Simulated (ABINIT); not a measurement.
# Na2H6Pt (Fm-3m): G0W0 with ABINIT, start to end, part 2 of 3

Wanted: ground state, empty states, screening and self-energy for Na2H6Pt (Fm-3m).

ABINIT 10.8.3; LDA and many-body steps on it, plane waves. Known limits of the many-body steps: not at the basis limit; no spin polarisation; d states lean on the start; no spin-orbit coupling; coarse k mesh.

So far. Step 2 (Ground state): The gap is indirect, with the least direct gap 0.81 eV higher.

## (3) Bands along the symmetry lines

Level of this step: DFT, LDA, plane waves, norm-conserving pseudopotentials (ABINIT).

The cheap functional maps the bands first; the places of the edges decide which points the dearer methods must see.

Input file run.abi:

```
acell 3*1.0 Angstrom
rprim 
  0.000000000000 3.629315950000 3.629315950000
  3.629315950000 -0.000000000000 3.629315950000
  3.629315950000 3.629315950000 -0.000000000000
ntypat 3
znucl 11 1 78
natom 9
typat 1 1 2 2 2 2 2 2 3
xred 
  0.750000000000 0.750000000000 0.750000000000
  0.250000000000 0.250000000000 0.250000000000
  0.774464350000 0.774464350000 0.225535650000
  0.225535650000 0.774464350000 0.225535650000
  0.774464350000 0.225535650000 0.225535650000
  0.225535650000 0.225535650000 0.774464350000
  0.774464350000 0.225535650000 0.774464350000
  0.225535650000 0.774464350000 0.774464350000
  0.000000000000 0.000000000000 0.000000000000
pp_dirpath "pseudos"
pseudos "Na.upf, H.upf, Pt.upf"
ecut 38
iscf -2
irdden 1
kptopt 0
nkpt 26
kpt 
  0.00000000 0.00000000 0.00000000
  0.12500000 0.00000000 0.12500000
  0.25000000 0.00000000 0.25000000
  0.37500000 0.00000000 0.37500000
  0.50000000 0.00000000 0.50000000
  0.53125000 0.06250000 0.53125000
  0.56250000 0.12500000 0.56250000
  0.59375000 0.18750000 0.59375000
  0.62500000 0.25000000 0.62500000
  0.37500000 0.37500000 0.75000000
  0.28125000 0.28125000 0.56250000
  0.18750000 0.18750000 0.37500000
  0.09375000 0.09375000 0.18750000
  0.00000000 0.00000000 0.00000000
  0.12500000 0.12500000 0.12500000
  0.25000000 0.25000000 0.25000000
  0.37500000 0.37500000 0.37500000
  0.50000000 0.50000000 0.50000000
  0.50000000 0.43750000 0.56250000
  0.50000000 0.37500000 0.62500000
  0.50000000 0.31250000 0.68750000
  0.50000000 0.25000000 0.75000000
  0.50000000 0.18750000 0.68750000
  0.50000000 0.12500000 0.62500000
  0.50000000 0.06250000 0.56250000
  0.50000000 0.00000000 0.50000000
istwfk *1
nband 28
nbdbuf 2
tolwfr 1e-08
nstep 40
prtwf 0
prtvol 0
indata_prefix "in"
outdata_prefix "out"
tmpdata_prefix "tmp"
```

The run is started by

```bash
> OMP_NUM_THREADS=1 mpirun -n 4 abinit run.abi > log
```

Numbers of over 12 decimals in the logs are rounded to 6 here.

Output:

```text
.Version 10.8.3 of ABINIT. v10.8.2 released Aug 2026.

 Symmetries : space group Fm -3 m (#225); Bravais cF (face-center cubic)
[... echo of the input left out ...]
== DATASET  1 ==================================================================
-   mpi_nproc: 4, omp_nthreads: 1 (-1 if OMP is not activated)

--- !DatasetInfo
iteration_state: {dtset: 1, }
dimensions: {natom: 9, nkpt: 26, mband: 28, nsppol: 1, nspinor: 1, nspden: 1, mpw: 7261, }
cutoff_energies: {ecut:  38.0, pawecutdg:  -1.0, }
electrons: {nelect:   4.20000000E+01, charge:   0.00000000E+00, occopt:   1.00000000E+00, tsmear:   1.00000000E-02, }

 Real(R)+Recip(G) space primitive vectors, cartesian coordinates (Bohr,Bohr^-1):
 R(1)=  0.0000000  6.8584132  6.8584132  G(1)= -0.0729032  0.0729032  0.0729032
 R(2)=  6.8584132  0.0000000  6.8584132  G(2)=  0.0729032 -0.0729032  0.0729032
 R(3)=  6.8584132  6.8584132  0.0000000  G(3)=  0.0729032  0.0729032 -0.0729032
 Unit cell volume ucvol=  6.4520976E+02 bohr^3
 Angles (23,13,12)=  6.00000000E+01  6.00000000E+01  6.00000000E+01 degrees

 getcut: wavevector=  0.0000  0.0000  0.0000  ngfft=  54  54  54
         ecut(hartree)=     38.000   => boxcut(ratio)=   2.00700

--- Pseudopotential description ------------------------------------------------
- Na Generated using ONCVPSP code by D. R. Hamann
- 11.00000   9.00000  180309                  znucl, zion, pspdat
12 -1012 1 -1 1968                            pspcod,pspxc,lmax,lloc,mmax
     nproj     2     2     0     0
  pspatm : epsatm=    9.37365322
         --- l  ekb(1:nproj) -->
             0    2.664741   -0.674314
             1   -6.796556   -2.419774
 pspatm: atomic psp has been read  and splines computed

- H Generated using ONCVPSP code by D. R. Hamann
-  1.00000   1.00000  180309                  znucl, zion, pspdat
12 -1012 1 -1 1180                            pspcod,pspxc,lmax,lloc,mmax
     nproj     2     1     0     0
  pspatm : epsatm=    0.35439867
         --- l  ekb(1:nproj) -->
             0   -1.665338   -0.519510
             1   -0.275071
 pspatm: atomic psp has been read  and splines computed

- Pt Generated using ONCVPSP code by D. R. Hamann
- 78.00000  18.00000  180309                  znucl, zion, pspdat
12 -1012 3 -1 1340                            pspcod,pspxc,lmax,lloc,mmax
     nproj     2     2     2     2
  pspatm : epsatm=   26.53268550
         --- l  ekb(1:nproj) -->
[...]
pspatm: atomic psp has been read  and splines computed

--------------------------------------------------------------------------------

================================================================================
 prteigrs : about to open file out_EIG
 Non-SCF case, kpt    1 (  0.00000  0.00000  0.00000), residuals and eigenvalues=
  3.65E-09  2.03E-09  3.12E-09  5.18E-09  2.28E-09  2.85E-09  1.73E-09  3.23E-09
[...]
Non-SCF case, kpt   26 (  0.50000  0.00000  0.50000), residuals and eigenvalues=
[...]
-1.7843E-01 -1.5772E-01 -1.4913E-01 -5.2532E-02 -4.8561E-02 -3.7281E-02
 -3.7281E-02 -1.8593E-02 -1.8593E-02  1.3263E-01  2.5621E-01  3.0497E-01
[...]
--- !ResultsGS
iteration_state: {dtset: 1, }
comment   : Summary of ground state results
lattice_vectors:
- [  0.0000000,   6.8584132,   6.8584132, ]
- [  6.8584132,  -0.0000000,   6.8584132, ]
- [  6.8584132,   6.8584132,  -0.0000000, ]
lattice_lengths: [   9.69926,    9.69926,    9.69926, ]
lattice_angles: [ 60.000,  60.000,  60.000, ] # degrees, (23, 13, 12)
lattice_volume:   6.4520976E+02
convergence: {deltae:  0.000E+00, res2:  0.000E+00, residm:  9.981E-09, diffor:  0.000E+00, }
etotal    :  -2.25490342E+02
entropy   :   0.00000000E+00
fermie    :   1.13493423E-02
cartesian_stress_tensor: null
pressure_GPa: null
xred      :
- [  7.5000E-01,   7.5000E-01,   7.5000E-01, Na]
- [  2.5000E-01,   2.5000E-01,   2.5000E-01, Na]
- [  7.7446E-01,   7.7446E-01,   2.2554E-01,  H]
- [  2.2554E-01,   7.7446E-01,   2.2554E-01,  H]
- [  7.7446E-01,   2.2554E-01,   2.2554E-01,  H]
- [  2.2554E-01,   2.2554E-01,   7.7446E-01,  H]
- [  7.7446E-01,   2.2554E-01,   7.7446E-01,  H]
- [  2.2554E-01,   7.7446E-01,   7.7446E-01,  H]
- [  0.0000E+00,   0.0000E+00,   0.0000E+00, Pt]
cartesian_forces: null
force_length_stats: {min: null, max: null, mean: null, }

 Integrated electronic density in atomic spheres:
 ------------------------------------------------
 Atom  Sphere_radius  Integrated_density
[...]
================================================================================

 ----iterations are completed or convergence reached----

 Mean square residual over all n,k,spin=   48.824E-10; max=  99.815E-10
 reduced coordinates (array xred) for    9 atoms
[...]
0.225535650000      0.774464350000      0.774464350000
       0.000000000000      0.000000000000      0.000000000000

 cartesian coordinates (angstrom) at end:
[...]
length scales=  1.889726125908  1.889726125908  1.889726125908 bohr
              =  1.000000000000  1.000000000000  1.000000000000 angstroms
 prteigrs : about to open file out_EIG
 Eigenvalues (hartree) for nkpt=  26  k points:
 kpt#   1, nband= 28, wtk=  1.00000, kpt=  0.0000  0.0000  0.0000 (reduced coord)
[...]
kpt#   2, nband= 28, wtk=  1.00000, kpt=  0.1250  0.0000  0.1250 (reduced coord)
[...]
kpt#   3, nband= 28, wtk=  1.00000, kpt=  0.2500  0.0000  0.2500 (reduced coord)
[...]
kpt#  25, nband= 28, wtk=  1.00000, kpt=  0.5000  0.0625  0.5625 (reduced coord)
[...]
0.32580    0.39309    0.39494    0.40833
 kpt#  26, nband= 28, wtk=  1.00000, kpt=  0.5000  0.0000  0.5000 (reduced coord)
[...]
-0.77466   -0.77360   -0.77360   -0.77350   -0.17843   -0.15772   -0.14913   -0.05253
  -0.04856   -0.03728   -0.03728   -0.01859   -0.01859    0.13263    0.25621    0.30497
   0.32789    0.39355    0.39355    0.41493

== END DATASET(S) ==============================================================
================================================================================

 -outvars: echo values of variables after computation  --------
            nband          28
             nkpt          26
          spgroup         225
 [... the other variables as echoed above ...]

 Calculation completed.
```

Wall time 31 s (4 MPI ranks of Intel Xeon Platinum 8488C (Sapphire Rapids), shared host); peak memory 0.42 GiB.

This step gave:

```yaml
gap: 3.283 eV
k_of_the_valence_top: 0.1875, 0.1875, 0.375
k_of_the_conduction_bottom: 0.5, 0, 0.5
least_direct_gap: 4.115 eV
```

The gap is 3.283 eV, −0.017 eV from the run before at this level.

Electronic bands along the path, in eV, zero at the top of the highest filled band:

| point | band 18 | band 19 | band 20 | band 21 | band 22 | band 23 | band 24 | band 25 |
| --- | --- | --- | --- | --- | --- | --- | --- | --- |
| Γ | -1.52 | -0.25 | -0.25 | -0.25 | 5.58 | 7.25 | 7.25 | 8.20 |
| X | -1.34 | -1.34 | -0.83 | -0.83 | 3.28 | 6.65 | 7.97 | 8.60 |
| U | -1.36 | -1.25 | -1.17 | -0.53 | 4.05 | 6.71 | 7.20 | 8.23 |
| jump to K | -1.36 | -1.25 | -1.17 | -0.53 | 4.05 | 6.71 | 7.20 | 8.23 |
| Γ | -1.52 | -0.25 | -0.25 | -0.25 | 5.58 | 7.25 | 7.25 | 8.20 |
| L | -1.43 | -1.43 | -0.06 | -0.06 | 5.60 | 5.60 | 6.62 | 6.95 |
| W | -1.34 | -1.09 | -1.09 | -0.96 | 4.48 | 6.06 | 7.63 | 7.63 |
| X | -1.34 | -1.34 | -0.83 | -0.83 | 3.28 | 6.65 | 7.97 | 8.60 |

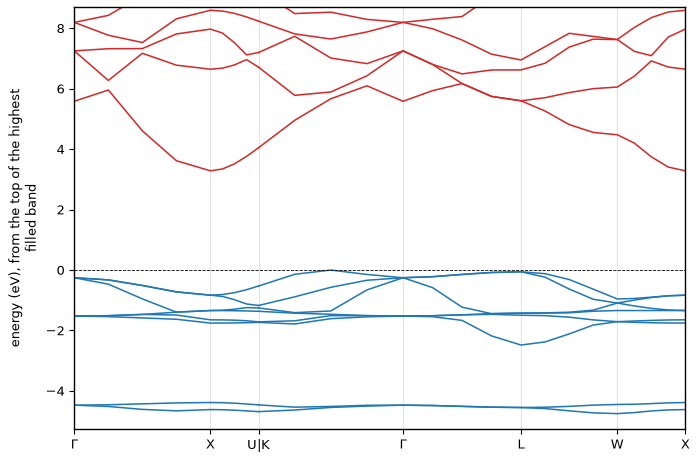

Electronic bands along the path; lines of filled and empty bands in two colours.

## (4) Empty states on the mesh, 2×2×2 mesh, 92 bands

The sums over transitions need many empty states on a uniform mesh; this step solves for them.

Input file run.abi:

```
acell 3*1.0 Angstrom
rprim 
  0.000000000000 3.629315950000 3.629315950000
  3.629315950000 -0.000000000000 3.629315950000
  3.629315950000 3.629315950000 -0.000000000000
ntypat 3
znucl 11 1 78
natom 9
typat 1 1 2 2 2 2 2 2 3
xred 
  0.750000000000 0.750000000000 0.750000000000
  0.250000000000 0.250000000000 0.250000000000
  0.774464350000 0.774464350000 0.225535650000
  0.225535650000 0.774464350000 0.225535650000
  0.774464350000 0.225535650000 0.225535650000
  0.225535650000 0.225535650000 0.774464350000
  0.774464350000 0.225535650000 0.774464350000
  0.225535650000 0.774464350000 0.774464350000
  0.000000000000 0.000000000000 0.000000000000
pp_dirpath "pseudos"
pseudos "Na.upf, H.upf, Pt.upf"
ecut 38
ngkpt 2 2 2
nshiftk 1
shiftk 0 0 0
kptopt 1
chksymbreak 0
iscf -2
irdden 1
istwfk *1
nband 92
nbdbuf 8
tolwfr 1e-09
nstep 60
prtvol 0
indata_prefix "in"
outdata_prefix "out"
tmpdata_prefix "tmp"
```

Output:

```text
.Version 10.8.3 of ABINIT. v10.8.2 released Aug 2026.

 Symmetries : space group Fm -3 m (#225); Bravais cF (face-center cubic)
[... echo of the input left out ...]
== DATASET  1 ==================================================================
-   mpi_nproc: 4, omp_nthreads: 1 (-1 if OMP is not activated)
-    --> not optimal distribution: autoparal keyword recommended in input file <--

--- !DatasetInfo
iteration_state: {dtset: 1, }
dimensions: {natom: 9, nkpt: 3, mband: 92, nsppol: 1, nspinor: 1, nspden: 1, mpw: 7239, }
cutoff_energies: {ecut:  38.0, pawecutdg:  -1.0, }
electrons: {nelect:   4.20000000E+01, charge:   0.00000000E+00, occopt:   1.00000000E+00, tsmear:   1.00000000E-02, }

 Real(R)+Recip(G) space primitive vectors, cartesian coordinates (Bohr,Bohr^-1):
 R(1)=  0.0000000  6.8584132  6.8584132  G(1)= -0.0729032  0.0729032  0.0729032
 R(2)=  6.8584132  0.0000000  6.8584132  G(2)=  0.0729032 -0.0729032  0.0729032
 R(3)=  6.8584132  6.8584132  0.0000000  G(3)=  0.0729032  0.0729032 -0.0729032
 Unit cell volume ucvol=  6.4520976E+02 bohr^3
 Angles (23,13,12)=  6.00000000E+01  6.00000000E+01  6.00000000E+01 degrees

 getcut: wavevector=  0.0000  0.0000  0.0000  ngfft=  54  54  54
         ecut(hartree)=     38.000   => boxcut(ratio)=   2.00700

--- Pseudopotential description ------------------------------------------------
- Na Generated using ONCVPSP code by D. R. Hamann
- 11.00000   9.00000  180309                  znucl, zion, pspdat
12 -1012 1 -1 1968                            pspcod,pspxc,lmax,lloc,mmax
     nproj     2     2     0     0
  pspatm : epsatm=    9.37365322
         --- l  ekb(1:nproj) -->
             0    2.664741   -0.674314
             1   -6.796556   -2.419774
 pspatm: atomic psp has been read  and splines computed

- H Generated using ONCVPSP code by D. R. Hamann
-  1.00000   1.00000  180309                  znucl, zion, pspdat
12 -1012 1 -1 1180                            pspcod,pspxc,lmax,lloc,mmax
     nproj     2     1     0     0
  pspatm : epsatm=    0.35439867
         --- l  ekb(1:nproj) -->
             0   -1.665338   -0.519510
             1   -0.275071
 pspatm: atomic psp has been read  and splines computed

- Pt Generated using ONCVPSP code by D. R. Hamann
- 78.00000  18.00000  180309                  znucl, zion, pspdat
12 -1012 3 -1 1340                            pspcod,pspxc,lmax,lloc,mmax
     nproj     2     2     2     2
  pspatm : epsatm=   26.53268550
         --- l  ekb(1:nproj) -->
[...]
pspatm: atomic psp has been read  and splines computed

--------------------------------------------------------------------------------

================================================================================
 prteigrs : about to open file out_EIG
 Non-SCF case, kpt    1 (  0.00000  0.00000  0.00000), residuals and eigenvalues=
[...]
1.40E-10  8.27E-10  1.22E-10  2.86E-10  7.27E-10  5.92E-10  1.46E-10  9.51E-10
[...]
1.46E-08  9.78E-07  3.19E-06  4.40E-05
 -3.5674E+00 -1.8786E+00 -1.8786E+00 -1.8786E+00 -1.7843E+00 -1.7842E+00
 -7.7452E-01 -7.7452E-01 -7.7452E-01 -7.7369E-01 -7.7369E-01 -7.7369E-01
 -2.1577E-01 -1.5236E-01 -1.5236E-01 -4.4000E-02 -4.4000E-02 -4.4000E-02
[...]
1.4906E+00  1.4906E+00  1.4906E+00  1.5529E+00  1.5720E+00  1.5720E+00
  1.5720E+00  1.6566E+00  1.6566E+00  1.6566E+00  1.6574E+00  1.6574E+00
  1.7401E+00  1.7401E+00
 prteigrs : prtvol=0 or 1, do not print more k-points.

--- !ResultsGS
iteration_state: {dtset: 1, }
comment   : Summary of ground state results
lattice_vectors:
- [  0.0000000,   6.8584132,   6.8584132, ]
- [  6.8584132,  -0.0000000,   6.8584132, ]
- [  6.8584132,   6.8584132,  -0.0000000, ]
lattice_lengths: [   9.69926,    9.69926,    9.69926, ]
lattice_angles: [ 60.000,  60.000,  60.000, ] # degrees, (23, 13, 12)
lattice_volume:   6.4520976E+02
convergence: {deltae:  0.000E+00, res2:  0.000E+00, residm:  9.913E-10, diffor:  0.000E+00, }
etotal    :  -2.25490342E+02
entropy   :   0.00000000E+00
fermie    :   1.13493423E-02
cartesian_stress_tensor: null
pressure_GPa: null
xred      :
- [  7.5000E-01,   7.5000E-01,   7.5000E-01, Na]
- [  2.5000E-01,   2.5000E-01,   2.5000E-01, Na]
- [  7.7446E-01,   7.7446E-01,   2.2554E-01,  H]
- [  2.2554E-01,   7.7446E-01,   2.2554E-01,  H]
- [  7.7446E-01,   2.2554E-01,   2.2554E-01,  H]
- [  2.2554E-01,   2.2554E-01,   7.7446E-01,  H]
- [  7.7446E-01,   2.2554E-01,   7.7446E-01,  H]
- [  2.2554E-01,   7.7446E-01,   7.7446E-01,  H]
- [  0.0000E+00,   0.0000E+00,   0.0000E+00, Pt]
cartesian_forces: null
force_length_stats: {min: null, max: null, mean: null, }

 Integrated electronic density in atomic spheres:
 ------------------------------------------------
 Atom  Sphere_radius  Integrated_density
[...]
================================================================================

 ----iterations are completed or convergence reached----

 Mean square residual over all n,k,spin=   43.152E-11; max=  99.134E-11
 reduced coordinates (array xred) for    9 atoms
[...]
0.225535650000      0.774464350000      0.774464350000
       0.000000000000      0.000000000000      0.000000000000

 cartesian coordinates (angstrom) at end:
    1      5.443974     5.443974     5.443974
    2      1.814658     1.814658     1.814658
[...]
9      0.000000     0.000000     0.000000
 length scales=  1.889726125908  1.889726125908  1.889726125908 bohr
              =  1.000000000000  1.000000000000  1.000000000000 angstroms
 prteigrs : about to open file out_EIG
 Eigenvalues (hartree) for nkpt=   3  k points:
 kpt#   1, nband= 92, wtk=  0.12500, kpt=  0.0000  0.0000  0.0000 (reduced coord)
[...]
1.20624    1.24818    1.28366    1.39632    1.49036    1.49036    1.49063    1.49063
   1.49063    1.55290    1.57200    1.57200    1.57200    1.65661    1.65661    1.65661
   1.65739    1.65739    1.74009    1.74010
 prteigrs : prtvol=0 or 1, do not print more k-points.

== END DATASET(S) ==============================================================
================================================================================

 -outvars: echo values of variables after computation  --------
            nband          92
             nkpt           3
          spgroup         225
 [... the other variables as echoed above ...]

 Calculation completed.
```

Wall time 21 s (4 MPI ranks); peak memory 0.38 GiB.

This step gave:

```yaml
gap: 3.341 eV
k_of_the_valence_top: 0.5, 0, 0
k_of_the_conduction_bottom: 0.5, 0.5, 0
least_direct_gap: 4.115 eV
k_points_computed: 3
lowest_point_of_the_top_converged_band_above_the_valence_top: 40.58 eV
```

On this mesh the gap is 3.341 eV. The earlier step found 3.300 eV, so this mesh misses an edge.

## (5) Screening, 2×2×2 mesh, 84 bands, screening to 106.1 eV

The RPA dielectric matrix is built and inverted for each q.

This step: RPA screening on LDA, plane waves, norm-conserving pseudopotentials.

Edit run.abi of step 4 so:

```diff
@@ -27,10 +27,11 @@
 chksymbreak 0
-iscf -2
-irdden 1
 istwfk *1
-nband 92
-nbdbuf 8
-tolwfr 1e-09
-nstep 60
-prtvol 0
+occopt 1
+irdwfk 1
+optdriver 3
+nband 84
+ecuteps 3.9
+inclvkb 2
+awtr 1
+symchi 1
 indata_prefix "in"
```

Output:

```text
.Version 10.8.3 of ABINIT. v10.8.2 released Aug 2026.

 Symmetries : space group Fm -3 m (#225); Bravais cF (face-center cubic)
[... echo of the input left out ...]
== DATASET  1 ==================================================================
-   mpi_nproc: 4, omp_nthreads: 1 (-1 if OMP is not activated)

--- !DatasetInfo
iteration_state: {dtset: 1, }
dimensions: {natom: 9, nkpt: 3, mband: 84, nsppol: 1, nspinor: 1, nspden: 1, mpw: 7239, }
cutoff_energies: {ecut:  38.0, pawecutdg:  -1.0, }
electrons: {nelect:   4.20000000E+01, charge:   0.00000000E+00, occopt:   1.00000000E+00, tsmear:   1.00000000E-02, }

 SCREENING: Calculation of the susceptibility and dielectric matrices

 Based on a program developped by R.W. Godby, V. Olevano, G. Onida, and L. Reining.
 Incorporated in ABINIT by V. Olevano, G.-M. Rignanese, and M. Torrent.
.Using double precision arithmetic ; gwpc =  8

[... cell and pseudopotentials left out ...]
--------------------------------------------------------------------------------

 ==== K-mesh for the wavefunctions ====
 Number of points in the irreducible wedge :     3
[... list of points left out ...]
 Together with 48 symmetry operations and time-reversal symmetry
 yields     8 points in the full Brillouin Zone.

 ==== Q-mesh for the screening function ====
 Number of points in the irreducible wedge :     3
[... list of points left out ...]
 Together with 48 symmetry operations and time-reversal symmetry
 yields     8 points in the full Brillouin Zone.

 setmesh: FFT mesh size selected  =    36x   36x   36
          total number of points  =        46656

 vcoul_init : cutoff-mode = AUXILIARY_FUNCTION
 q-points for optical limit:   1
     1)      0.000010    0.000020    0.000030

- screening: taking advantage of time-reversal symmetry
- Maximum band index for partially occupied states nbvw = 21
- Remaining bands to be divided among processors   nbcw = 63
- Number of bands treated by each node ~15

 Number of electrons calculated from density =   42.0000; Expected =   42.0000
 average of density, n =  0.065095
 r_s =    1.5421
 omega_plasma =   24.6110 [eV]

 calculating chi0 at frequencies [eV] :
  1    0.000000E+00    0.000000E+00
  2    0.000000E+00    2.461103E+01

--------------------------------------------------------------------------------
  q-point number  1        q = ( 0.000000, 0.000000, 0.000000) [r.l.u.]
--------------------------------------------------------------------------------
[... chi0 elements left out ...]
 For q-point:  0.000010 0.000020 0.000030
  dielectric constant =   4.1034
  dielectric constant without local fields =   5.0965

  Average fulfillment of the sum rule on Im[epsilon] for q-point    1 :     42.92  [%]
[... wings left out ...]
  q-point number  2        q = ( 0.500000, 0.000000, 0.000000) [r.l.u.]
--------------------------------------------------------------------------------
[... chi0 elements left out ...]
  Average fulfillment of the sum rule on Im[epsilon] for q-point    2 :     49.69  [%]

 [... 1 further q-points ...]
```

Elapsed: 10 s, on 4 MPI ranks; peak memory 1.1 GiB.

This step gave:

```
ε∞ with local fields, on this mesh, along the program's q direction : 4.103
the same without local fields                                       : 5.096
plasma frequency                                                    : 24.61 eV
plane waves in the screening matrix                                 : 259
```

Local fields lower ε∞ by 19 %. On a Γ-centred mesh this coarse the value itself is usually too large, while a short band sum pulls it down.

(Part 2 of 3 ends here.)

[Paths, hosts, dates, memory and timing lines, banners, echoed tables and standing remarks are left out of the program output.]

[Logs are printed without paths, hosts, clocks, repeated set-up lines and the standing remarks that a program may print on its own settings, such as how far it seeks lower states.]

[Runs of the session that timed out or met a known fault of the program may be left out.]

[Hosts, paths, dates, database ids (printed as entryN), source tags and the programs' standing remarks are cut or masked in the printed files.]

[G0W0 gaps are taken among the corrected bands and points alone; a level outside them can change the order at an edge.]

[Where Ansatz stands beside ABINIT at settings called matched, ABINIT's density can come from a denser mesh and the files from another edition; pairs whose starting gaps differed by over 0.03 eV were left out, so agreement reads better than it is.]
